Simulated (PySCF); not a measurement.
# One shape, several levels: HOF (hypofluorous acid)

We compute a comparison of 5 runs (B2PLYP/aug-cc-pVTZ, BLYP/aug-cc-pVTZ, M06-2X/aug-cc-pVTZ, r2SCAN/aug-cc-pVTZ, wB97M-V/aug-cc-pVTZ) of HOF (hypofluorous acid). The job is set up through a Python script.

Program for the calculation: PySCF 2.14.0.

1 further run of the same task is left out (set aside as unsound or not needed).

## Step 1: The structure to begin with

The species is HOF (3 atoms), meant as a singlet with charge 0. SMILES: `OF`. One bond was lengthened or shortened from a relaxed shape.

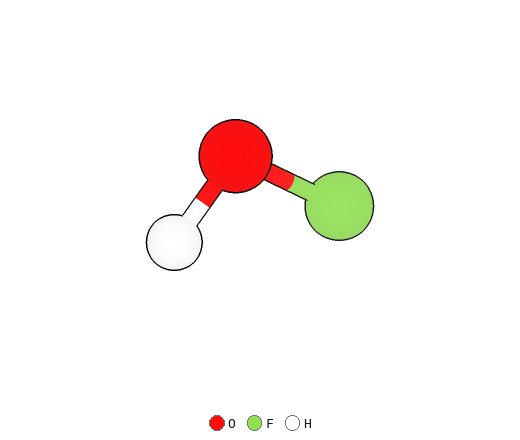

Viewed from a chosen angle; oxygen red, fluorine green, hydrogen white.

## Step 2: A single-point energy at B2PLYP/aug-cc-pVTZ (run 1)

input.py

```python
from pyscf import gto, dft, mp

mol = gto.Mole()
mol.atom = '''
O      0.994875    -0.229158     0.528313
F     -0.238172     2.085681     0.098759
H     -0.394367    -1.519869    -0.388055
'''
mol.spin = 0
mol.verbose = 3
mol.unit = 'bohr'
mol.max_memory = 1860
mol.basis = 'aug-cc-pvtz'
mol.build()

mf = dft.RKS(mol, xc='0.53*HF + 0.47*B88, 0.73*LYP')
mf.conv_tol = 1e-10
mf.grids.level = 5
mf.kernel()
if not mf.converged:
    mf = mf.newton().run(mf.mo_coeff, mf.mo_occ)

pt = mp.MP2(mf, frozen=2).run()
energy = mf.e_tot + 0.27 * pt.e_corr
print('PT2 part  %.8f' % (0.27 * pt.e_corr))
print(f'total energy: {energy:.8f} hartree')
```

Launch:

```sh
$ OMP_NUM_THREADS=1 python input.py
```

Output:

```text
converged SCF energy = -175.329504256136
E(RMP2) = -175.960519538129  E_corr = -0.631015281993085
E(SCS-RMP2) = -175.949276773881  E_corr = -0.619772517745295
PT2 part  -0.17037413
total energy: -175.49987838 hartree
```

Run time: 18 s. Hardware: 1 thread of Arm Neoverse V2, shared host; peak memory 0.58 GiB.

## Step 3: A single-point energy at BLYP/aug-cc-pVTZ (run 2)

mol.xyz

```xyz
3
FHO
O      0.526465    -0.121265     0.279571
F     -0.126035     1.103695     0.052261
H     -0.208690    -0.804280    -0.205350
```

calc.py

```python
from pyscf import gto, dft

system = gto.Mole()
system.atom = 'mol.xyz'
system.verbose = 4
system.max_memory = 1860
system.charge = 0
system.basis = 'aug-cc-pvtz'
system.spin = 0
system.build()

calc0 = dft.RKS(system)
calc0.xc = 'blyp'
calc0.conv_tol = 1e-10
calc0.grids.level = 5
calc0.kernel()
if not calc0.converged:
    calc0 = calc0.newton().run(calc0.mo_coeff, calc0.mo_occ)

etot = calc0.e_tot
print(f'total energy: {etot:.8f} hartree')
```

Launch:

```sh
$ OMP_NUM_THREADS=1 python calc.py
```

Output:

```text
PySCF version 2.14.0

[... 73 lines left out ...]
converged SCF energy = -175.59325913113
total energy: -175.59325913 hartree
```

Wall time 24 s (1 thread of Arm Neoverse V2, shared host); peak memory 0.58 GiB.

Runs 3 to 4 aren't shown in full; the table further down has their settings and results.

## Step 4: A single-point energy at wB97M-V/aug-cc-pVTZ (run 5)

start.xyz

```xyz
3
FHO
O      0.526465    -0.121265     0.279571
F     -0.126035     1.103695     0.052261
H     -0.208690    -0.804280    -0.205350
```

run.py

```python
from pyscf import gto, dft

system = gto.Mole()
system.atom = 'start.xyz'
system.basis = 'aug-cc-pvtz'
system.verbose = 3
system.charge = 0
system.max_memory = 1860
system.build()

ks = dft.RKS(system, xc='wb97m-v')
ks.nlcgrids.level = 1
ks.conv_tol = 1e-10
ks.grids.level = 5
ks.kernel()
if not ks.converged:
    ks = ks.newton().run(ks.mo_coeff, ks.mo_occ)

energy = ks.e_tot
print('E = %.10f Eh' % energy)
```

Launch:

```sh
$ OMP_NUM_THREADS=1 python run.py
```

Output:

```text
converged SCF energy = -175.548962136958
E = -175.5489621370 Eh
```

Wall time 48 s (1 thread of Arm Neoverse V2, shared host); peak memory 0.65 GiB.

## Step 5: All runs side by side

```
run                level  frozen core orbitals  nlc grid  energy (Eh)  dipole moment (D)  HOMO energy (eV)  LUMO energy (eV)  wall time
  1   B2PLYP/aug-cc-pVTZ                     2         –  -175.499878               2.16            -11.21             -0.24       18 s
  2     BLYP/aug-cc-pVTZ                     –         –  -175.593259               1.92             -7.06             -2.76       24 s
  3   M06-2X/aug-cc-pVTZ                     –         –  -175.530146               2.11            -11.21             -0.60       35 s
  4   r2SCAN/aug-cc-pVTZ                     –         –  -175.519641               1.98             -7.48             -2.34       38 s
  5  wB97M-V/aug-cc-pVTZ                     –         1  -175.548962               2.04            -11.69              0.05       48 s
```

## Step 6: What came out

```
            quantity          value
 run 5: total energy  -175.54896 Eh
run 5: dipole moment         2.04 D
  run 5: HOMO energy      -11.69 eV
  run 5: LUMO energy        0.05 eV
run 5: HOMO–LUMO gap       11.74 eV
```

In words: The dipole moment (its size) runs from 1.92 D (BLYP/aug-cc-pVTZ) to 2.16 D (B2PLYP/aug-cc-pVTZ). A double hybrid's value is that of its SCF part. The HOMO–LUMO gap runs from 4.29 eV (BLYP/aug-cc-pVTZ) to 11.74 eV (wB97M-V/aug-cc-pVTZ). Totals of different functionals can't be ranked against each other. All runs together took 2.7 min, the longest 48 s.
